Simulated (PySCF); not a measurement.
CH4Cl2O2Si (SMILES OC(Cl)(Cl)O[SiH3])

```yaml
atoms:
  - { symbol: C, position_ang: [0.4840, -0.4625, -0.9134] }
  - { symbol: O, position_ang: [-0.3442, -0.4915, 0.1448] }
  - { symbol: Si, position_ang: [-0.5593, 0.7513, 1.2964] }
  - { symbol: O, position_ang: [0.6436, -1.6884, -1.4396] }
  - { symbol: Cl, position_ang: [-0.1879, 0.6949, -2.1681] }
  - { symbol: Cl, position_ang: [2.1145, 0.1644, -0.4619] }
  - { symbol: H, position_ang: [0.4462, 0.5902, 2.3791] }
  - { symbol: H, position_ang: [-1.9298, 0.5133, 1.8165] }
  - { symbol: H, position_ang: [-0.4455, 2.0752, 0.6327] }
  - { symbol: H, position_ang: [-0.1805, -2.1702, -1.2780] }
```

Geometry: PBE0-D3(BJ)/def2-SVP.

Method: PySCF, PBE0/pcSseg-2, SCF density, gas phase, non-relativistic.

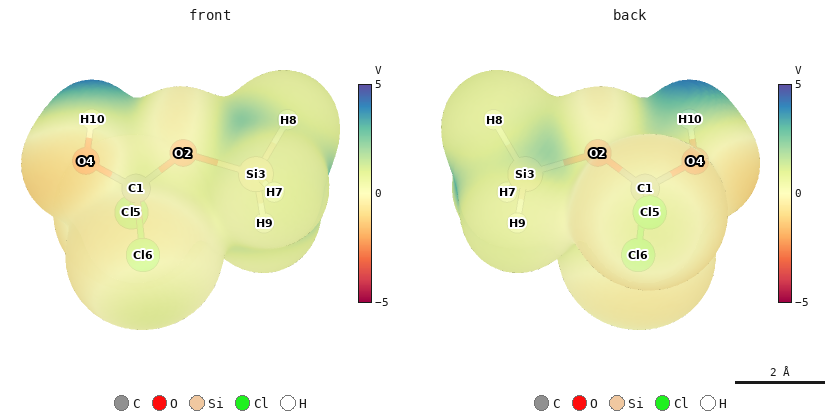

Figure 1. The electrostatic potential painted on the density surface at 0.004 e/bohr³, seen from the front and from behind; the colour scale runs from red (negative) to blue (positive).

> Describe the electrostatic potential map.

The most negative region (about −1.1 V, or −25 kcal/mol for a unit charge) lies over O4, the most positive (about +4.0 V, or +92 kcal/mol for a unit charge) over H10. Cl5 shows a σ-hole: about +0.6 V, or +14 kcal/mol for a unit charge at the tip opposite its bond, against about −0.4 V, or −9 kcal/mol for a unit charge on its flanks. Cl6 shows a σ-hole: about +0.9 V, or +21 kcal/mol for a unit charge at the tip opposite its bond, against about 0.0 V on its flanks. O4 is the likeliest acceptor of a hydrogen bond.

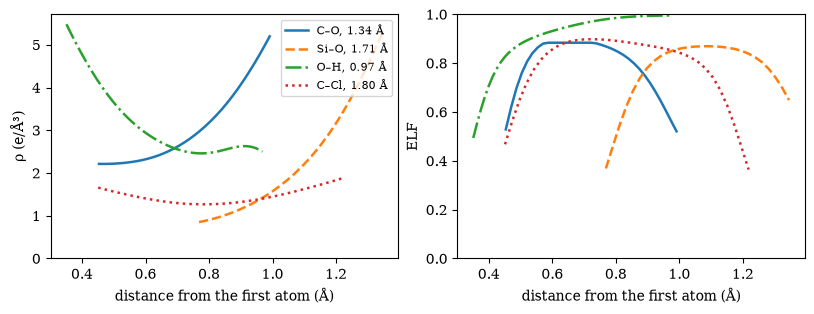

Figure 2. Electron density and ELF along straight lines between neighbouring atoms. The curves leave out the atomic cores.

> What kind of bonding do the profiles show?

C–O (1.34 Å): ρ is about 2.5 e/Å³ halfway, with its minimum of 2.2 e/Å³ about 0.5 Å from C; the ELF peaks at about 0.90 between the atoms: a polar covalent bond.
Si–O (1.71 Å): ρ is about 1 e/Å³ halfway; the ELF peaks at about 0.85 between the atoms: a shared but strongly polarised pair.
O–H (0.97 Å): ρ at the midpoint is about 3.8 e/Å³; the ELF climbs to about 1 towards the hydrogen, as it does in any bond to H: a covalent bond by its length.
C–Cl (1.80 Å): the density is about 1.3 e/Å³ at the midpoint; the ELF peaks at about 0.90 between the atoms, as expected for a shared electron pair.
